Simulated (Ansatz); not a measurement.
# Molecular dynamics of CH7ClFNSi2 (part 6 of 6)

Continued. System: CH7ClFNSi2. Method: RKS PBE0-D4/STO-3G (Ansatz 0.2.0). It belongs to a series of runs on one base structure; here: dynamics from the start.

Geometry of the input (Å):
```
N  -1.5419  -0.8394  0.6233
Si -0.3050  -0.0887  -0.4093
C  1.1087  -1.3534  -0.6094
F  0.7234  -2.4941  -1.3406
Si 0.4369  1.7692  0.6412
Cl -1.1685  3.1190  0.8626
H  -1.9282  -1.6851  0.1395
H  -2.3696  -0.2007  0.6985
H  -0.7717  0.2707  -1.7383
H  1.4671  -1.6602  0.3983
H  1.9739  -0.8648  -1.1116
H  1.4515  2.4755  -0.1115
H  0.9438  1.5171  1.9722
```

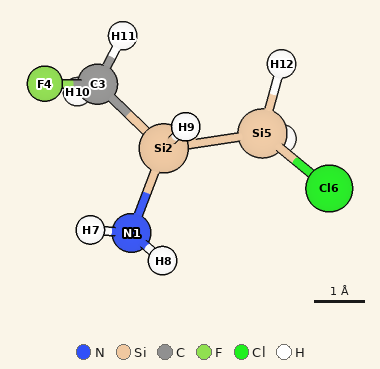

The geometry at step 252 of the log (ball-and-stick view, seen at a tilt; atoms are numbered from 1 in the order of the input).

## Trajectory as extended XYZ, continued
```
13
Properties=species:S:1:pos:R:3:forces:R:3 step=243 time_fs=60.8 energy=-33231.48563 temperature=308.3
N    -1.6747   -0.9787    0.7064   -0.7367   0.4994  -0.9229
Si   -0.2666   -0.1404   -0.1232   -0.8352  -0.9625  -0.1910
C     1.1002   -1.3696   -0.6406    0.5737  -0.8482   0.8370
F     0.6150   -2.3245   -1.5882    0.5648   0.7596   0.8110
Si    0.4489    1.7602    0.7548    2.5276   1.2704   0.7991
Cl   -1.1537    3.0739    0.6641   -0.7167   0.5191   0.0790
H    -1.9692   -1.7232    0.0009    0.5641  -0.1221   0.3089
H    -2.5410   -0.3471    0.5530    1.1255  -0.0667   0.4556
H    -0.6564    0.4387   -1.3785   -0.3364  -0.0591  -0.4653
H     1.6057   -1.8802    0.2502   -0.9672   0.1574  -0.7978
H     1.9493   -0.7747   -1.0472   -0.2359   0.0031  -0.5201
H     1.4302    2.3236   -0.2042   -0.6425  -0.4482   0.3249
H     1.1563    2.0382    2.0456   -0.8850  -0.7022  -0.7183
13
Properties=species:S:1:pos:R:3:forces:R:3 step=248 time_fs=62.0 energy=-33231.46407 temperature=293.2
N    -1.6670   -0.9752    0.7080   -1.0738   0.1168  -1.0821
Si   -0.2651   -0.1444   -0.1195   -0.6757  -0.7172  -0.2957
C     1.1059   -1.3669   -0.6430    0.1641  -1.0548   0.7791
F     0.6071   -2.3254   -1.5930    0.7646   0.9943   0.9806
Si    0.4462    1.7632    0.7578    2.5729   1.0453   0.7167
Cl   -1.1519    3.0735    0.6582   -0.8073   0.5935   0.1036
H    -1.9718   -1.7234   -0.0005    0.7326   0.0357   0.5186
H    -2.5380   -0.3513    0.5491    1.1595   0.0298   0.5097
H    -0.6616    0.4455   -1.3686   -0.3185  -0.0947  -0.4706
H     1.6042   -1.8774    0.2460   -0.9157   0.0548  -0.7057
H     1.9547   -0.7716   -1.0338   -0.1148   0.0712  -0.7088
H     1.4223    2.3244   -0.2062   -0.6071  -0.4400   0.3343
H     1.1593    2.0269    2.0457   -0.8806  -0.6347  -0.6798
13
Properties=species:S:1:pos:R:3:forces:R:3 step=252 time_fs=63.0 energy=-33231.45107 temperature=284.0
N    -1.6617   -0.9724    0.7084   -1.2604  -0.1840  -1.1602
Si   -0.2641   -0.1479   -0.1167   -0.5368  -0.5026  -0.3775
C     1.1106   -1.3658   -0.6442   -0.1723  -1.1300   0.6757
F     0.6013   -2.3255   -1.5963    0.9077   1.1422   1.0893
Si    0.4451    1.7659    0.7604    2.5390   0.8342   0.6260
Cl   -1.1507    3.0734    0.6536   -0.8649   0.6428   0.1240
H    -1.9731   -1.7235   -0.0010    0.8416   0.1312   0.6518
H    -2.5343   -0.3547    0.5466    1.1277   0.1334   0.5367
H    -0.6661    0.4509   -1.3611   -0.2978  -0.1295  -0.4636
H     1.6020   -1.8750    0.2420   -0.8401  -0.0592  -0.5769
H     1.9589   -0.7691   -1.0239   -0.0345   0.1119  -0.8337
H     1.4153    2.3246   -0.2074   -0.5550  -0.4193   0.3248
H     1.1608    2.0171    2.0450   -0.8542  -0.5712  -0.6163
13
Properties=species:S:1:pos:R:3:forces:R:3 step=256 time_fs=64.0 energy=-33231.44284 temperature=278.3
N    -1.6573   -0.9696    0.7080   -1.3623  -0.4645  -1.1884
Si   -0.2633   -0.1515   -0.1140   -0.3962  -0.2787  -0.4533
C     1.1152   -1.3655   -0.6448   -0.4927  -1.1169   0.5236
F     0.5959   -2.3250   -1.5991    1.0320   1.2510   1.1704
Si    0.4448    1.7690    0.7633    2.4436   0.6023   0.5152
Cl   -1.1498    3.0735    0.6489   -0.9076   0.6814   0.1453
H    -1.9736   -1.7235   -0.0010    0.9216   0.1914   0.7453
H    -2.5295   -0.3580    0.5445    1.0429   0.2573   0.5487
H    -0.6709    0.4561   -1.3541   -0.2720  -0.1687  -0.4484
H     1.5990   -1.8727    0.2374   -0.7378  -0.1992  -0.4025
H     1.9631   -0.7664   -1.0147    0.0187   0.1320  -0.9313
H     1.4078    2.3244   -0.2083   -0.4825  -0.3867   0.3000
H     1.1615    2.0069    2.0437   -0.8077  -0.5007  -0.5246
13
Properties=species:S:1:pos:R:3:forces:R:3 step=261 time_fs=65.2 energy=-33231.43912 temperature=275.6
N    -1.6530   -0.9666    0.7064   -1.3622  -0.7685  -1.1499
Si   -0.2625   -0.1562   -0.1108   -0.2296   0.0050  -0.5342
C     1.1203   -1.3664   -0.6451   -0.8403  -0.9752   0.2757
F     0.5899   -2.3236   -1.6017    1.1561   1.3294   1.2290
Si    0.4456    1.7731    0.7671    2.2409   0.2933   0.3522
Cl   -1.1490    3.0738    0.6432   -0.9384   0.7126   0.1731
H    -1.9729   -1.7232    0.0001    0.9750   0.2097   0.7988
H    -2.5222   -0.3616    0.5427    0.8656   0.4350   0.5430
H    -0.6773    0.4623   -1.3459   -0.2338  -0.2218  -0.4205
H     1.5942   -1.8702    0.2311   -0.5802  -0.4038  -0.1311
H     1.9683   -0.7629   -1.0045    0.0346   0.1198  -1.0118
H     1.3978    2.3236   -0.2091   -0.3654  -0.3304   0.2481
H     1.1612    1.9933    2.0415   -0.7225  -0.4051  -0.3725
```
